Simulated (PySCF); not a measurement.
**Single-point calculation, with input and output: BiSi3H9 (charge +2)**

BiSi3H9, charge +2, computed with RKS r2SCAN, Bi def2-SVP with ECP60, Si def2-SVP, H def2-SVP; non-relativistic Hamiltonian with a scalar-relativistic core potential; density fitting (PySCF 2.14.0).

It belongs to a series of runs on one base structure; here: finer grid at the relaxed geometry.

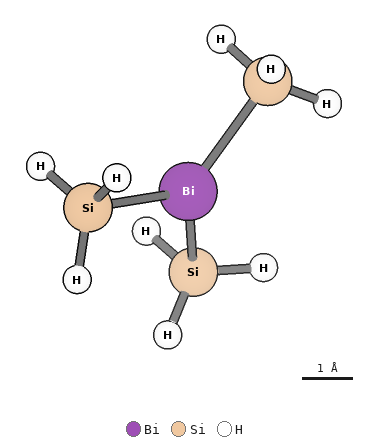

The structure as given in the input (ball-and-stick view, seen at a tilt). Sticks mark near contacts. Bond lengths as drawn: Bi–Si 2.77 Å and H–Si 1.48 to 1.49 Å.

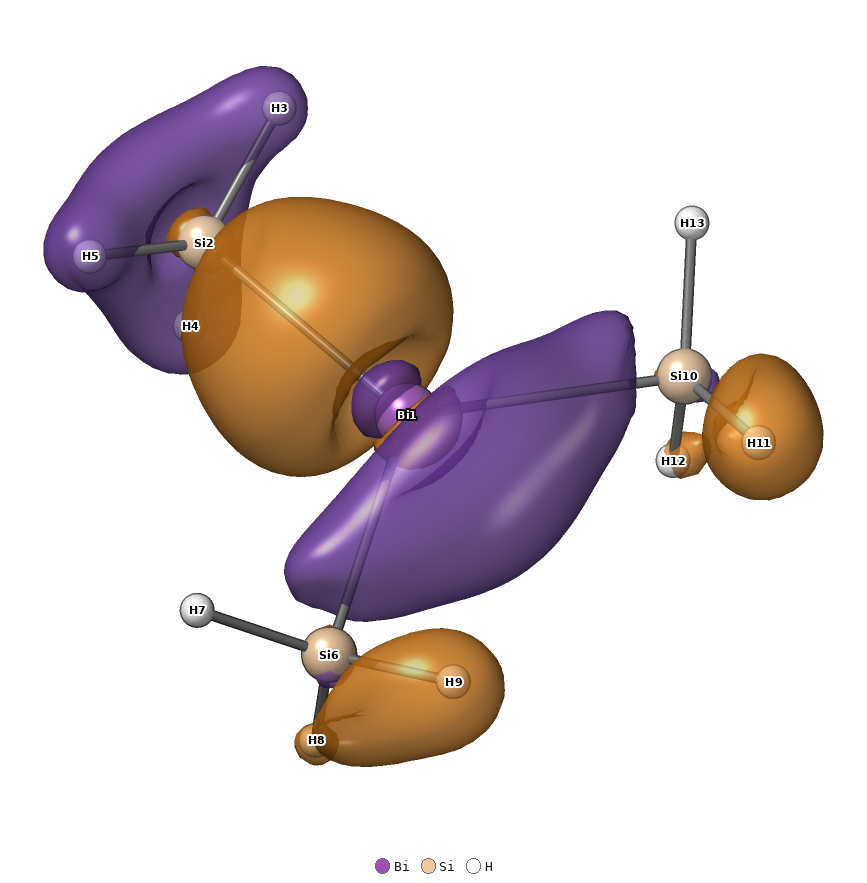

The HOMO at ±0.1 Å⁻³ᐟ² (orange and purple are the two phases), seen at a tilt. By Hirshfeld shares it lies mainly on Bi1 (45 %), Si2 (25 %), Si6 (10 %) and Si10 (10 %). Its energy is −16.25 eV.

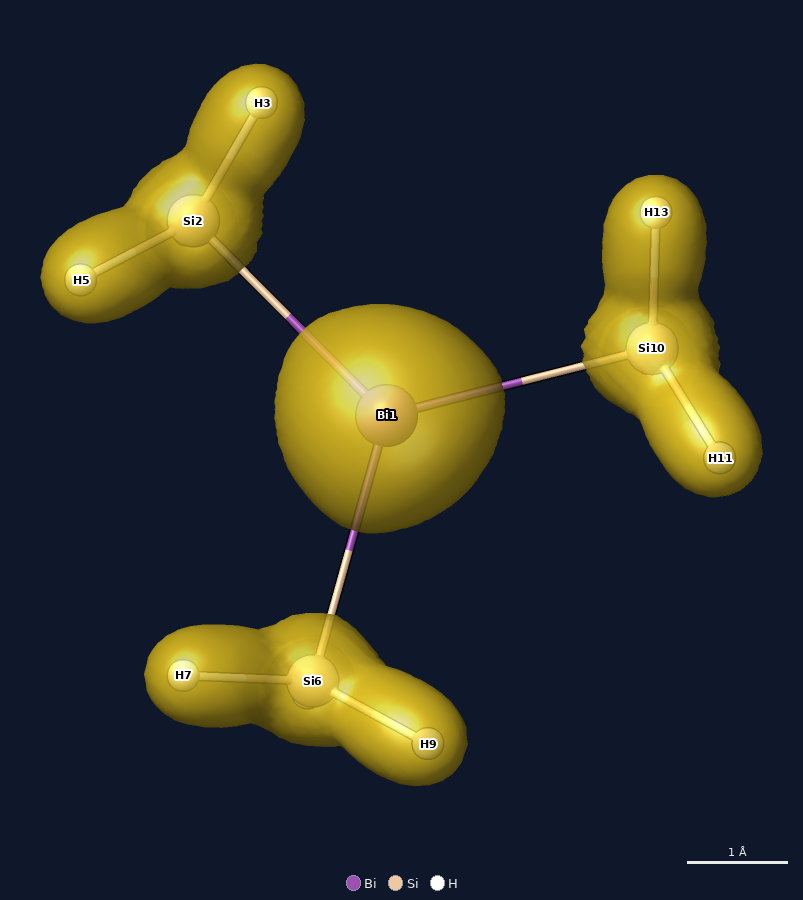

Isosurface of the total electron density at 0.5 e/Å³ (yellow), seen face on. At this value the surface falls into four separate pieces. It is pinched off along the Si–Bi (2.77 Å) contacts. On the grid the lowest density along these lines, outside the cores, is 0.36 e/Å³ (Si–Bi, 2.77 Å) and 0.78 e/Å³ (Si–H, 1.48 Å).

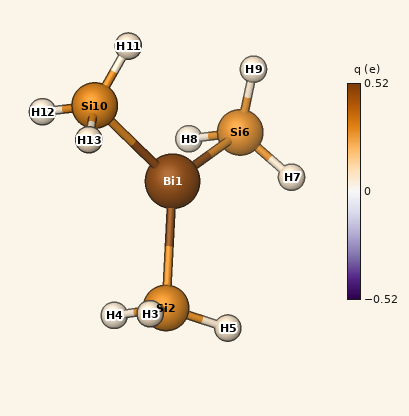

Mulliken charges, as the colour of each atom (ball-and-stick view, seen at a tilt; atoms are numbered from 1 in the order of the input; Mulliken charges depend strongly on the basis). By element: Bi +0.49, Si +0.31 and H +0.06 to +0.07 e.

These pictures come from the run below.

### The input
```python
mol = gto.M(atom='''
Bi     0.00000     0.00000    -0.53795
Si     2.76522     0.00002    -0.69866
H      3.11467    -1.27733    -0.03447
H      2.78189     0.00002    -2.19007
H      3.11465     1.27737    -0.03447
Si    -1.38262     2.39474    -0.69867
H     -0.45113     3.33605    -0.03448
H     -1.39095     2.40917    -2.19007
H     -2.66356     2.05869    -0.03448
Si    -1.38259    -2.39476    -0.69867
H     -2.66353    -2.05872    -0.03448
H     -1.39092    -2.40919    -2.19007
H     -0.45109    -3.33605    -0.03448''',
    basis={'Bi': 'def2-SVP', 'Si': 'def2-SVP', 'H': 'def2-SVP'},
    ecp={'Bi': 'def2-SVP'},
    charge=2, spin=0)
mf = dft.RKS(mol, xc='R2SCAN')
mf.grids.atom_grid = (75, 302)  # f atoms: at least (60, 302), unpruned
mf = mf.density_fit()  # Bi def2-universal-JKFIT, Si def2-universal-JKFIT, H def2-universal-JKFIT
mf.conv_tol = 1e-09; mf.max_cycle = 55
mf.kernel(dm0)
```

The script is an equivalent of the set-up of the self-consistent field. The run itself was carried out by a driver, which started from the orbitals of the step before it where there was one and computed the further properties.

Run as:
```bash
OMP_NUM_THREADS=2 python <driver script>
```

### Output
```
init E= -1087.51507210639
  HOMO = -0.597049163371231  LUMO = -0.528503254313776  gap/eV = 1.86523
cycle= 1 E= -1087.51507293388  delta_E= -8.27e-07  |g|= 0.000694  |ddm|= 0.0045
  HOMO = -0.596965834029854  LUMO = -0.528475970501063  gap/eV = 1.86370
cycle= 2 E= -1087.51507296911  delta_E= -3.52e-08  |g|= 0.000527  |ddm|= 0.0019
  HOMO = -0.596982609030768  LUMO = -0.528455816886179  gap/eV = 1.86471
cycle= 3 E= -1087.51507306575  delta_E= -9.66e-08  |g|= 0.000144  |ddm|= 0.00105
  HOMO = -0.596997718833489  LUMO = -0.528477428565736  gap/eV = 1.86453
cycle= 4 E= -1087.51507307417  delta_E= -8.42e-09  |g|= 2.11e-05  |ddm|= 0.000289
  HOMO = -0.596994000424623  LUMO = -0.528473481659148  gap/eV = 1.86454
cycle= 5 E= -1087.51507307439  delta_E= -2.23e-10  |g|= 2.84e-06  |ddm|= 3.97e-05
  HOMO = -0.596994670861278  LUMO = -0.528474455142998  gap/eV = 1.86453
Extra cycle  E= -1087.51507307439  delta_E= 6.37e-12  |g|= 3.9e-06  |ddm|= 1.12e-05
converged SCF energy = -1087.51507307439
```

### Key numbers

- outcome: converged
- total energy: −1087.515073 hartree
- HOMO: −16.25 eV
- LUMO: −14.38 eV
- largest force (length of the vector): 0.036 eV/Å
- hardware: 2 threads of Arm Neoverse V2, 24 GiB of memory available, shared host
- wall time: 55 s (CPU time 1.8 min)
- peak memory: 2.9 GiB
